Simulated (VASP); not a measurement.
```
BeTe
1.0
    0.00000     2.81019     2.81019
    2.81019     0.00000     2.81019
    2.81019     2.81019     0.00000
Be Te
1 1
Direct
  0.00000   0.00000   0.00000
  0.25000   0.25000   0.25000
```

All values below come from MS2 meta-GGA, VASP's PBE PAW potentials (set 64) (plane waves; VASP 6.6.1). Numerical set-up: 520 eV cut-off, 9×9×9 Γ-centred mesh, tetrahedra with Blöchl corrections, potentials Be Te.

Unless said otherwise, spin-orbit coupling is left out, though it shifts the bands of the heavy elements here.

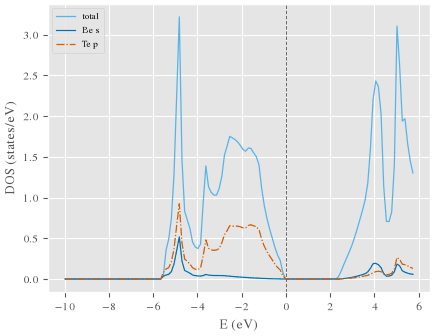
Figure: Total and projected density of states, zero at the valence-band maximum

Within 2 eV below the valence-band maximum the largest weight inside VASP's projection spheres is Te p, then Be p.

The gap is indirect, 2.30 eV, from the valence maximum at Γ to the conduction minimum at X.

The compound is BeTe in the zinc blende structure. It was relaxed first.
